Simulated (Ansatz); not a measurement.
Formation energy of the bound charge states of V_Ga+O_N in wurtzite GaN (start: the Ga site; N 1.98 Å away, along c; 96-site cell, 2×2×2 shifted sampling) against the Fermi level, N-rich (Δμ(Ga) = -0.88 eV, Δμ(N) = 0.00 eV, Δμ(O) = -2.45 eV, bounded by beta Ga2O3; only phases computed here count, gases as isolated molecules at 0 K). Level of theory: PBE, PAW (plane waves to 420 eV; Ansatz, a first-principles code).

Set-up: 96-site cell; 2×2×2 shifted k-points; host gap 1.71 eV; charged states image-corrected; corrections pass 1 eV, so highly charged states may be off by several tenths; flagged in the runs: a host whose relaxation on this sampling wasn't shown to rest, a strain field that reaches the edge of the cell.

Left out: charge +1 (carrier in host band states).

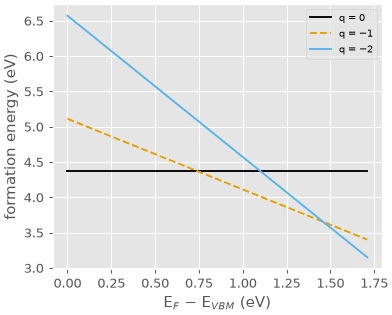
Figure. Formation energy of each charge state against the Fermi level

Crossings of the lowest lines: (0/−1) at 0.74 eV; (−1/−2) at 1.46 eV. At the valence-band maximum: q = 0: 4.38 eV; q = −1: 5.11 eV; q = −2: 6.57 eV.
